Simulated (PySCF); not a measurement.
# C3H2FN2−: runs on many settings

Aim: see how C3H2FN2− (`Fc1c[n-]cn1`) answers to the choice of functional, basis, grid and SCF options, and what happens with inputs that are wrong on purpose.

Computed with PySCF 2.14.0, with density-fitted response routines of our own, on a single molecule in the gas phase. Atoms count from 0, in the outputs and in this text.

## (1) The molecule as given

8 atoms, charge -1, multiplicity 1; geometry from: GFN2-xTB.

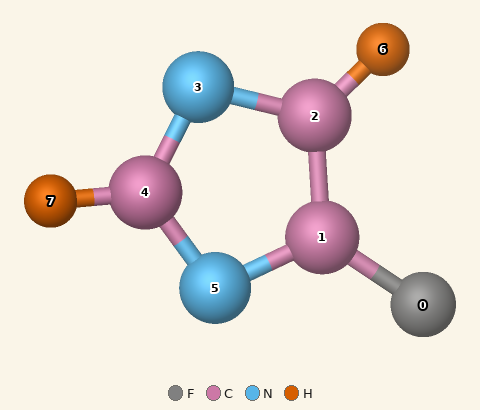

As it starts; fluorine grey, carbon pink, nitrogen blue, hydrogen orange, atoms numbered; sticks join atoms by distance.

## (2) NMR shieldings: PBE0/pcSseg-1

What the job is given:

```
{"job": {"kind": "nmr", "xc": "PBE0", "basis": "pcSseg-1"}, "charge": -1, "multiplicity": 1}
F     -1.907718    -1.333662    -0.060041
C     -0.751496    -0.586267    -0.027653
C     -0.653157     0.780160     0.012749
N      0.673589     1.090184     0.034780
C      1.267325    -0.100122     0.006382
N      0.462560    -1.167531    -0.031902
H     -1.424527     1.532281     0.026712
H      2.342482    -0.205629     0.014409
```

Level: GIAO PBE0/pcSseg-1 NMR shielding, non-relativistic, gas phase.

Run with:

```console
$ OMP_NUM_THREADS=1 python probes_run.py task.json out
```

This one command runs all jobs of the session in turn.

Standard output:

```text
coarse grid: 7712 points
cycle   1  E = -324.3928953622  dE =  1.100e+00  |g| = 5.785e-01  |ddm| = 2.753e+00
cycle   2  E = -324.3530173793  dE =  3.988e-02  |g| = 7.678e-01  |ddm| = 1.180e+00
cycle   3  E = -324.4644327115  dE = -1.114e-01  |g| = 1.049e-01  |ddm| = 5.986e-01
cycle   4  E = -324.4664780622  dE = -2.045e-03  |g| = 4.967e-02  |ddm| = 1.248e-01
cycle   5  E = -324.4669488942  dE = -4.708e-04  |g| = 1.810e-02  |ddm| = 4.739e-02
cycle   6  E = -324.4670149527  dE = -6.606e-05  |g| = 4.385e-03  |ddm| = 1.579e-02
cycle   7  E = -324.4670185170  dE = -3.564e-06  |g| = 1.749e-03  |ddm| = 4.644e-03
final grid: 77960 points
cycle   8  E = -324.5070912334  dE = -2.668e-05  |g| = 6.569e-03  |ddm| = 1.995e-02
cycle   9  E = -324.5070820498  dE =  9.184e-06  |g| = 9.616e-03  |ddm| = 1.298e-02
cycle  10  E = -324.5071006618  dE = -1.861e-05  |g| = 1.151e-03  |ddm| = 7.364e-03
cycle  11  E = -324.5071009196  dE = -2.578e-07  |g| = 4.303e-04  |ddm| = 1.271e-03
cycle  12  E = -324.5071009561  dE = -3.643e-08  |g| = 1.558e-04  |ddm| = 4.063e-04
cycle  13  E = -324.5071009605  dE = -4.485e-09  |g| = 1.614e-05  |ddm| = 1.083e-04
cycle  14  E = -324.5071009606  dE = -4.366e-11  |g| = 8.245e-06  |ddm| = 1.866e-05
converged SCF energy = -324.5071009606

GIAO shielding tensors (ppm)
atom      isotropic    diamagn.    paramagn.     s11        s22        s33       span
  0 F      340.941     475.696    -134.755    266.070    367.748    389.005    122.935
  1 C       17.285     251.736    -234.452    -37.427     42.001     47.281     84.708
  2 C       85.356     254.940    -169.583     27.944     90.665    137.460    109.516
  3 N      -17.908     332.242    -350.151   -202.462    -75.447    224.185    426.647
  4 C       50.948     252.513    -201.565    -28.083     73.915    107.012    135.095
  5 N        1.189     335.051    -333.862   -151.912    -50.050    205.528    357.440
  6 H       25.765      32.703      -6.938     23.844     26.182     27.270      3.425
  7 H       25.284      31.691      -6.407     21.551     25.976     28.324      6.773
```

Wall time 7.2 s (1 thread of Intel Xeon Platinum 8488C, shared host); peak memory 0.5 GiB.

The references, computed at this level on geometries of the same kind, shield at (ppm): 1H TMS 31.72, 13C TMS 186.9, 19F CFCl3 170.9, 15N NH3 267.7. Their shielding less the atom's gives the shift. The references are single molecules in the gas phase, so shifts against H2O, NH3, PH3, H3PO4 or CFCl3 are not on the usual liquid scales and can be off by tens of ppm.

| atoms | environment | σ (ppm) | δ (ppm) |
| --- | --- | --- | --- |
| C1 | aromatic carbon bearing fluorine | 17.3 | 169.6 |
| C4 | aromatic CH between two ring heteroatoms | 50.9 | 136.0 |
| C2 | aromatic CH next to a ring nitrogen | 85.4 | 101.6 |
| H7 | hydrogen on an aromatic CH between two ring heteroatoms | 25.28 | 6.43 |
| H6 | hydrogen on an aromatic CH next to a ring nitrogen | 25.77 | 5.95 |
| F0 | aryl fluorine | 340.9 | -170.0 |
| N3 | pyridine-type nitrogen of an azole | -17.9 | 285.6 |
| N5 | pyridine-type nitrogen of an azole | 1.2 | 266.5 |

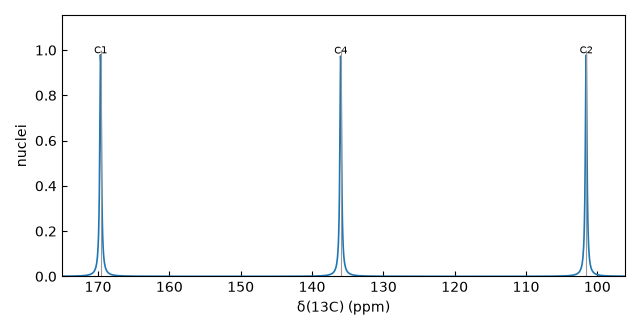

13C lines at the computed shifts, without couplings. Lines are broadened to a width of 0.27 ppm (Lorentzian).

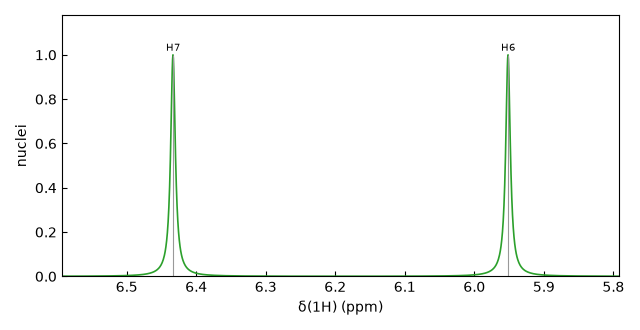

1H lines at the computed shifts, without couplings. Lines are broadened to a width of 0.01 ppm (Lorentzian).

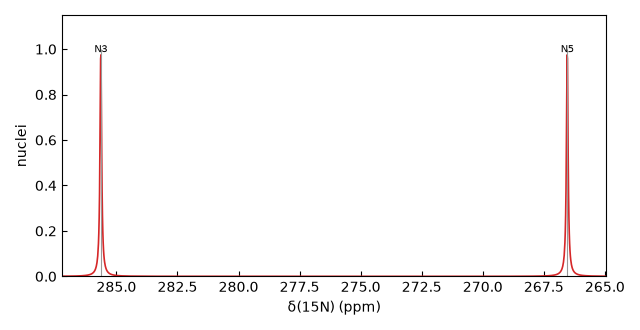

15N lines at the computed shifts, without couplings. Lines are broadened to a width of 0.08 ppm (Lorentzian).

The run also stored atomic charges by several schemes (e):

| atoms | Mulliken | IAO | Hirshfeld | ESP fit |
| --- | --- | --- | --- | --- |
| F0 | -0.34 | -0.33 | -0.17 | -0.30 |
| C1 | 0.29 | 0.25 | 0.01 | 0.44 |
| C2 | -0.13 | -0.23 | -0.15 | -0.19 |
| N3 | -0.48 | -0.43 | -0.31 | -0.67 |
| C4 | 0.12 | -0.02 | -0.06 | 0.36 |
| N5 | -0.50 | -0.46 | -0.32 | -0.72 |

Hirshfeld charges:

| atom | value (e) |
| --- | --- |
| F0 | -0.17 |
| C1 | 0.01 |
| C2 | -0.15 |
| N3 | -0.31 |
| C4 | -0.06 |
| N5 | -0.32 |
| H6 | 0.00 |
| H7 | 0.00 |

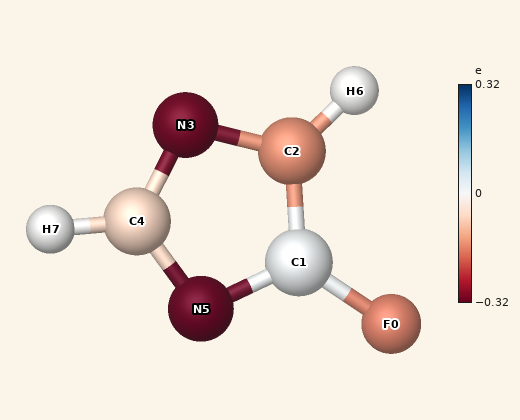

Hirshfeld charges, as colours on the atoms.

Mayer bond orders: F0–C1 0.91, C1–C2 1.47, C2–N3 1.35, N3–C4 1.54, C4–N5 1.43, N5–C1 1.46.

Ring of atoms C1, C2, N3, C4, N5: NICS(0) -13.9, NICS(1) -11.5, NICS(1)zz -31.4 ppm (means of both faces).

## (3) Excited states and response: PBE0/def2-SVPD

Settings changed since step 2:

```diff
@@ -1,2 +1,2 @@
-{"job": {"kind": "nmr", "xc": "PBE0", "basis": "pcSseg-1"}, "charge": -1, "multiplicity": 1}
+{"job": {"kind": "uv", "xc": "PBE0", "basis": "def2-SVPD", "nstates": 6, "ntriplets": 2}, "charge": -1, "multiplicity": 1}
 F     -1.907718    -1.333662    -0.060041
```

Method: TDDFT PBE0/def2-SVPD, vertical, gas phase, core orbitals frozen in the response.

Standard output:

```text
coarse grid: 7712 points
cycle   1  E = -324.2091674345  dE =  1.050e+00  |g| = 5.463e-01  |ddm| = 4.405e+00
cycle   2  E = -324.1576774832  dE =  5.149e-02  |g| = 7.676e-01  |ddm| = 5.721e+00
cycle   3  E = -324.2804068808  dE = -1.227e-01  |g| = 9.802e-02  |ddm| = 3.889e+00
cycle   4  E = -324.2821350907  dE = -1.728e-03  |g| = 4.916e-02  |ddm| = 2.841e-01
cycle   5  E = -324.2826178778  dE = -4.828e-04  |g| = 1.652e-02  |ddm| = 1.426e-01
cycle   6  E = -324.2826742551  dE = -5.638e-05  |g| = 4.696e-03  |ddm| = 4.097e-02
cycle   7  E = -324.2826787338  dE = -4.479e-06  |g| = 1.639e-03  |ddm| = 9.855e-03
final grid: 77960 points
cycle   8  E = -324.3227021932  dE = -2.227e-05  |g| = 6.296e-03  |ddm| = 7.123e-02
cycle   9  E = -324.3226914344  dE =  1.076e-05  |g| = 9.659e-03  |ddm| = 5.240e-02
cycle  10  E = -324.3227111708  dE = -1.974e-05  |g| = 1.016e-03  |ddm| = 2.792e-02
cycle  11  E = -324.3227113873  dE = -2.166e-07  |g| = 4.047e-04  |ddm| = 2.754e-03
cycle  12  E = -324.3227114211  dE = -3.377e-08  |g| = 1.354e-04  |ddm| = 1.124e-03
cycle  13  E = -324.3227114248  dE = -3.679e-09  |g| = 1.784e-05  |ddm| = 3.276e-04
cycle  14  E = -324.3227114249  dE = -7.708e-11  |g| = 3.333e-06  |ddm| = 4.090e-05
converged SCF energy = -324.3227114249

Static polarisability (au): isotropic 53.063, principal 36.754 58.042 64.394

Singlet excitations
state   eV       nm        f      main configurations
  1   4.8827    253.9   0.00581   H->L 0.98
  2   5.2690    235.3   0.01019   H->L+1 0.98
  3   5.5984    221.5   0.00738   H->L+2 0.99
  4   6.1732    200.8   0.00072   H-1->L 0.96
  5   6.3098    196.5   0.01360   H-2->L 0.89, H-2->L+1 0.09
  6   6.5007    190.7   0.00050   H-1->L+1 0.97

Triplet excitations (Tamm-Dancoff, eV): 4.7692 5.0684
```

Run time: 9.3 s. Hardware: 1 thread of Intel Xeon Platinum 8488C, shared host; peak memory 0.58 GiB.

The orbitals next to the gap, with their largest atomic shares:

| orbital | eV | atoms |
| --- | --- | --- |
| HOMO−3 | -3.30 | N5 40 %, N3 16 %, C1 12 % |
| HOMO−2 | -2.11 | N3 51 %, N5 29 %, C4 7 % |
| HOMO−1 | -2.05 | N5 35 %, N3 30 %, C2 14 % |
| HOMO | -0.82 | C2 24 %, C1 23 %, C4 23 % |
| LUMO | 5.23 | C1 31 %, F0 26 %, C2 23 % |
| LUMO+1 | 5.55 | C4 40 %, H7 32 %, F0 10 % |
| LUMO+2 | 5.90 | H6 31 %, C2 22 %, F0 15 % |

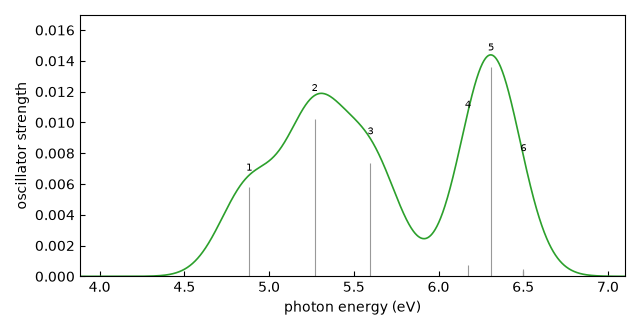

Absorption spectrum from the 6 singlet states computed; above the last one it falls off for lack of states. Lines are broadened to a width of 0.40 eV (Gaussian).

Ground-state properties from the same run:

| property | computed |
| --- | --- |
| polarisability (Å³) | 7.86 |
| HOMO–LUMO gap (eV) | 6.05 |
| −ε(HOMO) (eV) | 0.82 |

## (4) Nuclear shieldings: PBE0/IGLO-III

Settings changed since step 3:

```diff
@@ -1,2 +1,2 @@
-{"job": {"kind": "uv", "xc": "PBE0", "basis": "def2-SVPD", "nstates": 6, "ntriplets": 2}, "charge": -1, "multiplicity": 1}
+{"job": {"kind": "nmr", "xc": "PBE0", "basis": "IGLO-III", "pop": true}, "charge": -1, "multiplicity": 1}
 F     -1.907718    -1.333662    -0.060041
```

Method: GIAO PBE0/IGLO-III NMR shielding, non-relativistic, gas phase.

Standard output:

```text
coarse grid: 7712 points
cycle   1  E = -324.5921218230  dE =  1.102e+00  |g| = 5.975e-01  |ddm| = 2.142e+00
cycle   2  E = -324.5339434568  dE =  5.818e-02  |g| = 8.460e-01  |ddm| = 1.306e+00
cycle   3  E = -324.6705807980  dE = -1.366e-01  |g| = 1.061e-01  |ddm| = 7.022e-01
cycle   4  E = -324.6721720006  dE = -1.591e-03  |g| = 6.432e-02  |ddm| = 1.063e-01
cycle   5  E = -324.6729896869  dE = -8.177e-04  |g| = 1.807e-02  |ddm| = 4.505e-02
cycle   6  E = -324.6730515375  dE = -6.185e-05  |g| = 5.902e-03  |ddm| = 1.400e-02
cycle   7  E = -324.6730585126  dE = -6.975e-06  |g| = 1.700e-03  |ddm| = 4.234e-03
final grid: 77960 points
cycle   8  E = -324.6750081567  dE = -7.593e-05  |g| = 6.559e-03  |ddm| = 4.817e-02
cycle   9  E = -324.6749977148  dE =  1.044e-05  |g| = 9.681e-03  |ddm| = 1.072e-02
cycle  10  E = -324.6750168143  dE = -1.910e-05  |g| = 1.301e-03  |ddm| = 5.965e-03
cycle  11  E = -324.6750170674  dE = -2.530e-07  |g| = 7.076e-04  |ddm| = 1.357e-03
cycle  12  E = -324.6750171714  dE = -1.040e-07  |g| = 2.056e-04  |ddm| = 5.251e-04
cycle  13  E = -324.6750171790  dE = -7.632e-09  |g| = 3.436e-05  |ddm| = 1.279e-04
cycle  14  E = -324.6750171792  dE = -2.160e-10  |g| = 4.072e-06  |ddm| = 2.368e-05
converged SCF energy = -324.6750171792

GIAO shielding tensors (ppm)
atom      isotropic    diamagn.    paramagn.     s11        s22        s33       span
  0 F      335.529     472.138    -136.609    259.556    368.430    378.600    119.043
  1 C       11.901     251.670    -239.769    -46.994     40.072     42.624     89.617
  2 C       82.100     256.234    -174.134     22.544     87.137    136.618    114.074
  3 N      -16.379     335.072    -351.451   -183.772    -79.554    214.190    397.962
  4 C       45.797     250.479    -204.682    -34.721     66.984    105.128    139.849
  5 N       -2.022     337.506    -339.528   -143.124    -54.855    191.913    335.036
  6 H       25.648      33.073      -7.425     24.079     25.836     27.029      2.949
  7 H       25.163      31.845      -6.682     21.762     26.124     27.605      5.843
```

It took 19 s on 1 thread of Intel Xeon Platinum 8488C, shared host; peak memory 0.84 GiB.

In short: δ C1 174.4, C4 140.6, C2 104.2, F0 -167.2, H7 6.67, H6 6.19 ppm.

## (5) Shielding tensors: KT3/pcSseg-1

Settings changed since step 4:

```diff
@@ -1,2 +1,2 @@
-{"job": {"kind": "nmr", "xc": "PBE0", "basis": "IGLO-III", "pop": true}, "charge": -1, "multiplicity": 1}
+{"job": {"kind": "nmr", "xc": "KT3", "basis": "pcSseg-1", "pop": true, "gauge": [2, 0, 0], "scf": {"max_cycle": 88}}, "charge": -1, "multiplicity": 1}
 F     -1.907718    -1.333662    -0.060041
```

With the program's defaults for keys left out, this is: common gauge origin KT3/pcSseg-1 NMR shielding, non-relativistic, gas phase.

Standard output:

```text
final grid: 77960 points
cycle   1  E = -329.4167310485  dE =  1.006e+00  |g| = 7.345e-01  |ddm| = 2.760e+00
cycle   2  E = -329.2537398454  dE =  1.630e-01  |g| = 1.165e+00  |ddm| = 1.920e+00
cycle   3  E = -329.5225148369  dE = -2.688e-01  |g| = 2.122e-01  |ddm| = 1.196e+00
cycle   4  E = -329.5326116817  dE = -1.010e-02  |g| = 6.589e-02  |ddm| = 2.440e-01
cycle   5  E = -329.5332965157  dE = -6.848e-04  |g| = 3.840e-02  |ddm| = 8.264e-02
cycle   6  E = -329.5336210329  dE = -3.245e-04  |g| = 8.603e-03  |ddm| = 3.566e-02
cycle   7  E = -329.5336333058  dE = -1.227e-05  |g| = 4.747e-03  |ddm| = 1.202e-02
cycle   8  E = -329.5336389552  dE = -5.649e-06  |g| = 3.945e-04  |ddm| = 4.372e-03
cycle   9  E = -329.5336389747  dE = -1.953e-08  |g| = 2.678e-04  |ddm| = 5.158e-04
cycle  10  E = -329.5336389904  dE = -1.566e-08  |g| = 2.859e-05  |ddm| = 2.104e-04
cycle  11  E = -329.5336389905  dE = -1.153e-10  |g| = 1.303e-05  |ddm| = 2.599e-05
converged SCF energy = -329.5336389905

GIAO shielding tensors (ppm)
atom      isotropic    diamagn.    paramagn.     s11        s22        s33       span
  0 F      265.731     375.005    -109.274    169.987    271.617    355.588    185.601
  1 C       62.273     422.659    -360.385      8.979     83.400     94.441     85.463
  2 C       93.643     321.113    -227.470     41.541     92.632    146.756    105.215
  3 N       22.740     473.576    -450.835   -168.729     -5.811    242.761    411.490
  4 C      113.158     500.294    -387.136     21.623    146.113    171.738    150.115
  5 N       48.186     482.705    -434.519   -110.955     21.644    233.869    344.825
  6 H        4.794    -103.029     107.824    -30.483     -2.878     47.743     78.227
  7 H       53.385     163.311    -109.926     36.346     59.096     64.714     28.368
```

It took 6.7 s on 1 thread of Intel Xeon Platinum 8488C, shared host; peak memory 0.46 GiB.

The run ended normally, but its values are not to be used for the molecule: a common gauge origin replaces GIAOs, so the shieldings depend on where the origin lies. Its shieldings differ from those of step 2 (PBE0/pcSseg-1) by up to 75 ppm (F0).

## (6) NMR shieldings: PBE/Sadlej pVTZ

Settings changed since step 5:

```diff
@@ -1,2 +1,2 @@
-{"job": {"kind": "nmr", "xc": "KT3", "basis": "pcSseg-1", "pop": true, "gauge": [2, 0, 0], "scf": {"max_cycle": 88}}, "charge": -1, "multiplicity": 1}
+{"job": {"kind": "nmr", "xc": "PBE", "basis": "Sadlej pVTZ", "pop": true, "scf": {"max_cycle": 50}}, "charge": 1, "multiplicity": 1}
 F     -1.907718    -1.333662    -0.060041
```

With the program's defaults for keys left out, this is: GIAO PBE/Sadlej pVTZ NMR shielding, non-relativistic, gas phase.

Standard output:

```text
final grid: 77960 points
cycle   1  E = -324.0088327701  dE =  1.489e+00  |g| = 7.348e-01  |ddm| = 4.616e+01
cycle   2  E = -322.5806446656  dE =  1.428e+00  |g| = 2.465e+00  |ddm| = 8.643e+00
cycle   3  E = -323.9895750835  dE = -1.409e+00  |g| = 8.142e-01  |ddm| = 5.246e+00
cycle   4  E = -323.7894720236  dE =  2.001e-01  |g| = 9.380e-01  |ddm| = 3.221e+00
cycle   5  E = -324.0889083774  dE = -2.994e-01  |g| = 4.281e-01  |ddm| = 3.203e+00
cycle   6  E = -324.1172795953  dE = -2.837e-02  |g| = 2.531e-01  |ddm| = 9.424e-01
cycle   7  E = -324.1183248209  dE = -1.045e-03  |g| = 2.321e-01  |ddm| = 1.226e+00
cycle   8  E = -323.8058703307  dE =  3.125e-01  |g| = 9.020e-01  |ddm| = 3.031e+00
cycle   9  E = -323.8153089456  dE = -9.439e-03  |g| = 8.795e-01  |ddm| = 3.192e-01
cycle  10  E = -324.1281507408  dE = -3.128e-01  |g| = 1.451e-01  |ddm| = 2.963e+00
[... 30 cycles left out ...]
cycle  41  E = -324.1298367267  dE = -1.182e-02  |g| = 1.167e-01  |ddm| = 1.704e+00
cycle  42  E = -324.1308475076  dE = -1.011e-03  |g| = 1.021e-01  |ddm| = 1.799e-01
cycle  43  E = -324.1295929866  dE =  1.255e-03  |g| = 1.213e-01  |ddm| = 1.237e-01
cycle  44  E = -324.1302846903  dE = -6.917e-04  |g| = 1.124e-01  |ddm| = 1.267e-01
cycle  45  E = -323.8512713337  dE =  2.790e-01  |g| = 8.367e-01  |ddm| = 2.791e+00
cycle  46  E = -323.8311022934  dE =  2.017e-02  |g| = 8.551e-01  |ddm| = 8.194e-01
cycle  47  E = -323.8316830356  dE = -5.807e-04  |g| = 8.570e-01  |ddm| = 1.182e-01
cycle  48  E = -323.8346549504  dE = -2.972e-03  |g| = 8.525e-01  |ddm| = 9.050e-02
cycle  49  E = -323.8315639505  dE =  3.091e-03  |g| = 8.670e-01  |ddm| = 2.168e-01
cycle  50  E = -323.8207817389  dE =  1.078e-02  |g| = 8.851e-01  |ddm| = 1.312e-01
SCF not converged, last energy = -323.8207817389
```

Wall time 53 s (1 thread of Intel Xeon Platinum 8488C, shared host); peak memory 0.5 GiB.

Why it failed: After 50 cycles the gradient is still 8.9e-01. Besides, the charge was set to +1 in this input. Cure: restore the charge. Numbers printed on the way are no properties of the molecule.

## (7) Run by run: NMR shifts

Shifts (ppm) of some atoms, chosen among heavy atoms and hydrogens apart, with basis size and wall time:

| run | C1 | C4 | C2 | H7 | H6 | F0 | N3 | functions | time |
| --- | --- | --- | --- | --- | --- | --- | --- | --- | --- |
| PBE0/pcSseg-1 | 169.6 | 136.0 | 101.6 | 6.43 | 5.95 | -170.0 | 285.6 | 112 | 7.2 s |
| PBE0/IGLO-III | 174.4 | 140.6 | 104.2 | 6.67 | 6.19 | -167.2 | 278.7 | 230 | 19 s |

## (8) Results

| quantity | value |
| --- | --- |
| 13C shifts against TMS (PBE0/pcSseg-1) | 169.6, 136.0, 101.6 ppm |
| 1H shifts against TMS (PBE0/pcSseg-1) | 6.43, 5.95 ppm |
| 19F shifts against CFCl3 (PBE0/pcSseg-1) | -170.0 ppm |
| 15N shifts against NH3 (PBE0/pcSseg-1) | 285.6, 266.5 ppm |
| lowest singlet (PBE0/def2-SVPD) | 4.88 eV (254 nm), f = 0.006 |
| brightest single state of those computed | state 5, 6.31 eV, f = 0.014 |
| lowest triplet | 4.77 eV |
| range of the shift of N3 | 278.7 to 285.6 ppm |
| property runs in this session | 5, of which 1 failed and 1 gave unsound results |

Single values in the summary come from the first sound run of each kind (PBE0/pcSseg-1; PBE0/def2-SVPD), which need not be the best level. At PBE0/pcSseg-1: The widest tensor belongs to N3: span 427 ppm, with a paramagnetic part of -350 ppm. NICS(1)zz of -31 ppm above the planar ring from C1 marks a diatropic (aromatic) ring current. The first singlet state (HOMO→LUMO 0.98) lies at 4.88 eV and is weak; of the 6 states computed, the strongest absorption comes from state 5 at 6.31 eV. The lowest triplet lies 0.11 eV below the lowest singlet (triplets in Tamm-Dancoff, singlets in full TDDFT). The lowest singlet lies above −ε(HOMO); no detachment energy was computed, so the anion's states may not be bound. Across the 2 runs the shift of N3 moves most, between 278.7 (PBE0/IGLO-III) and 285.6 ppm (PBE0/pcSseg-1). Most of that comes from the computed reference, not from the atom's own shielding.

The anion's highest level is positive in at least one run, so there the basis alone may hold the extra electron.
